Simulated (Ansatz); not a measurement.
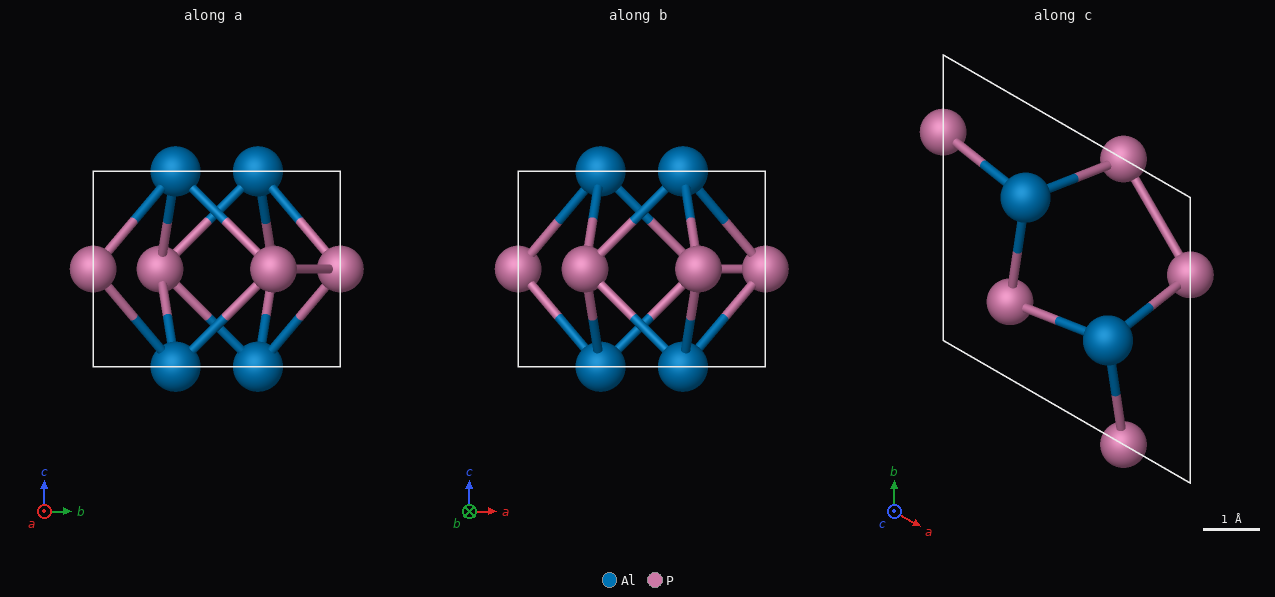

Ball-and-stick representation of a periodic structure, projected along the a axis, along the b axis and along the c axis. The conventional unit cell is drawn as a box.

Lattice parameters: a = 5.170 Å, b = 5.170 Å, c = 3.538 Å, α = 90.00°, β = 90.00°, γ = 120.00°.

> Write down what is shown as a table of Wyckoff sites, with free fractional coordinates to two decimals.

Space group P-62m (No. 189).
```csv
atom,site,x,y,z
Al,2c,0.3333,0.6667,0.00
P,3g,0.27,0.27,0.50
```

The structure was taken from a structure type filled with these elements by a generator (whether the compound takes this form wasn't checked). The geometry was optimised with Ansatz, DFT PBE, scalar-relativistic, plane waves, PAW.
